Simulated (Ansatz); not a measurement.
## Electronic structure of CH₄AlF···H₂ in real space

```xyz
9

Al    0.0058   -0.2340   -0.0063
F     0.0362   -0.3407    1.6711
C     1.6897   -0.0885   -0.9528
H     2.1180   -1.0552   -1.2477
H     1.5724    0.5010   -1.8724
H     2.4428    0.4099   -0.3293
H    -1.4322   -0.2271   -0.6720
H     0.0930    2.3530    0.9477
H     0.0558    1.7646    1.3472
```

Not at a stationary point (largest force 1.4 eV/Å).

These are results of RKS r2SCAN-D4/6-31G* in Ansatz, not measurements.

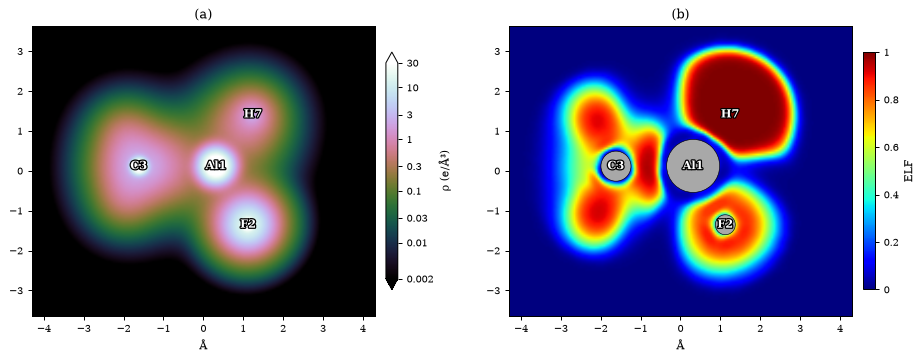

Figure 1. (a) total electron density; (b) ELF on the plane of atoms F2, Al1 and H7. Grey discs cover the atomic cores in the ELF map.

### What do the fields say about this system?

- The plane passes through Al, F, C and H nuclei.
- Al–F (1.68 Å): ρ is about 0.78 e/Å³ halfway; the ELF peaks at about 0.85 in the valence shell of F, 0.6 Å from its nucleus, and is about 0.25 at the midpoint.
- C–Al (1.94 Å): ρ at the midpoint is about 0.74 e/Å³; the ELF peaks at about 0.95 between the atoms; a polar covalent bond.
- Al–H (1.58 Å): ρ at the midpoint is about 0.54 e/Å³; the ELF climbs to about 1 towards the hydrogen.
- The ELF also peaks beside F2, away from the bonds: lone-pair regions.

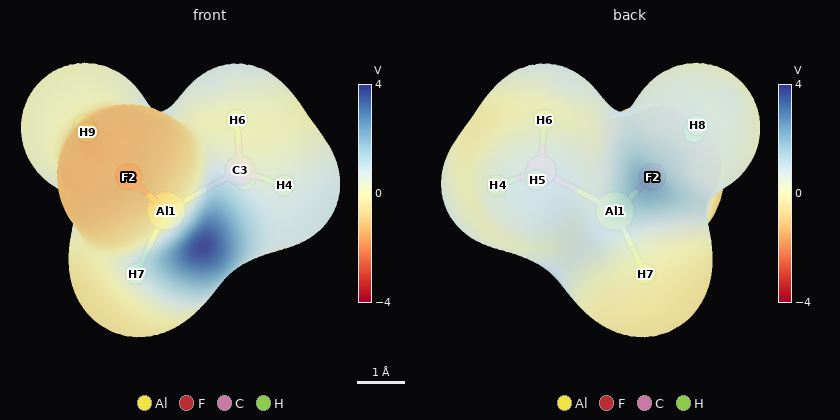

Figure 2. The electrostatic potential painted on the density surface at 0.002 e/bohr³, seen from the front and from behind; the colour scale runs from red (negative) to blue (positive).

### Where is the surface potential most negative and most positive?

The most negative region (about −1.4 V) lies over F2, the most positive (about +3.6 V) over Al1.

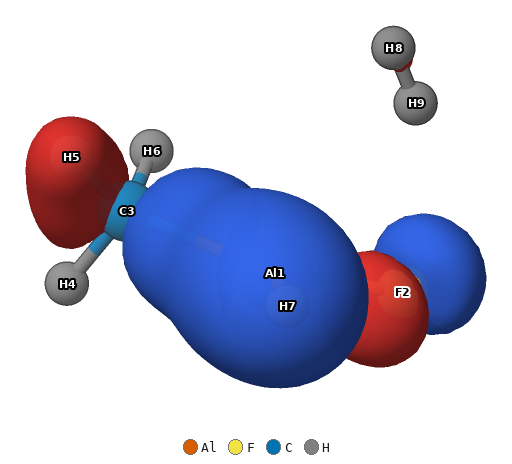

Figure 3. The HOMO−1 at ±0.15 Å⁻³ᐟ² (blue and red are the two phases), seen at an oblique angle.

### Describe this orbital and give its energy.

Its weight (Hirshfeld) is mainly on Al1 (about 30 %), F2 (about 25 %), H7 (about 20 %) and C3 (about 15 %). Its energy is −8.78 eV.
